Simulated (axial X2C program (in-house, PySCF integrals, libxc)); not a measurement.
**Run report: RbB⁻, relativistic diatomic calculation**

RbB⁻, single determinant with Ω = 1/2 (not the lowest found). The distance is the PBE0 minimum at charge −1. Computed at this level: expectation values, HF and Kohn-Sham, two-component X2C with atomic mean-field Coulomb and Gaunt terms, Rb dyall-acv3z, B dyall-av3z (cores contracted) (axial X2C program (in-house, PySCF integrals, libxc)).

**Summary**

- outcome: converged; the levels of theory disagree widely; a filled level lies above zero
- hardware: 1 thread of Intel Xeon @ 2.90GHz (Ice Lake), 64 GiB of memory available, shared host
- wall time: 7.3 s
- peak memory: 0.4 GiB

**Remarks**

The highest filled level (PBE0, up to 0.38 eV) lies above zero. That is common for anions, where the functional's self-interaction leaves the outer electrons unbound; only the finite basis holds them, so such levels depend on it.

**Input file**
```
{"zs": [37, 5], "q": -1, "bas": ["dyall-acv3z", "dyall-av3z"], "r0": 2.95, "levels": ["PBE0", "HF", "PBE50", "PBE", "LDA"], "nst": 3}
```

The line is the task of a batch: nuclear charges, charge, bases, the levels to run, a first guess of the distance and further settings. This report covers the levels named above. The log is that of the reference distance, started from orbitals converged before.

The run was one of a batch that the task file lists, launched with:
```bash
python <driver script> task.json out
```

**The program's output**
```
two-component X2C + atomic mean field  PBE0
basis functions 195  fitting functions 1031  grid points 5084
iter        total energy     max residual
   1      -3004.318045181     4.67e-05
   2      -3004.318045187     1.11e-05
   3      -3004.318045189     1.22e-05
   4      -3004.318045190     7.65e-06
converged
one-electron -4236.51374117  Coulomb 1304.23599054  exact exchange -25.89577019  xc functional -79.39176396  nuclear repulsion 34.45891729  atomic mean-field constant -1.21167769
```

**Expectation values by level of theory**

```
                                             quantity    PBE0      HF   PBE50     PBE     LDA
effective field for an electron dipole moment (GV/cm)   0.334   0.405   0.373   0.251   0.134
           field gradient at the first nucleus (a.u.)  −0.948   −1.08  −0.999  −0.849  −0.826
          field gradient at the second nucleus (a.u.)  −0.265  −0.286  −0.267  −0.248  −0.248
                           A∥/gI, first nucleus (MHz)     896     618     809    1020    1190
                          A∥/gI, second nucleus (MHz)   −78.8   −53.7   −80.9   −78.7   −51.3
```

Each column comes from one determinant, in a basis with contracted cores. The levels disagree widely: the effective field runs from 0.134 to 0.405 GV/cm. They may not all have settled in the same state, and these values aren't reliable properties of the molecule.

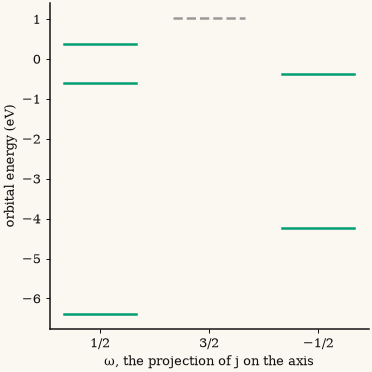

**Figure 1.** Orbital energies (PBE0) near the frontier at 2.84 Å, filled (solid) and empty (dashed). The highest filled spinor (1/2; 59 % Rb s, 25 % Rb p) lies at 0.38 eV, the lowest empty one (3/2; 100 % Rb p) at 1.04 eV. A filled level above zero is held only by the finite basis .
